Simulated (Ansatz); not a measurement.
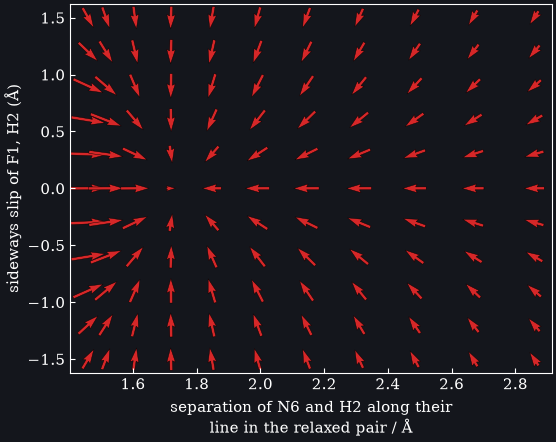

The pair FH···C₃H₃N. First axis: separation of N6 and H2 along their line in the relaxed pair. Second axis: sideways slip of F1, H2. Nothing is relaxed (both partners rigid). The scan uses an 11 × 11 grid. Points are written as (first, second). All numbers below come from RKS PBE0-D4/def2-SVPD (Ansatz 0.2.0).

The picture shows arrows along the force (downhill), their lengths compressed.

Q: The arrows alone are given. Where is the energy lowest?

A: The arrows converge at about (1.737 Å, 0.0 Å) (read from the interpolated surface).

The energy map of the same scan:

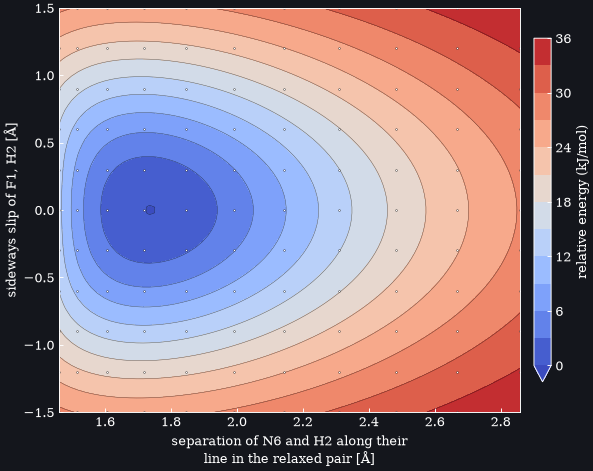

Energies are in kJ/mol, from the lowest grid point; between grid points the surface is interpolated.
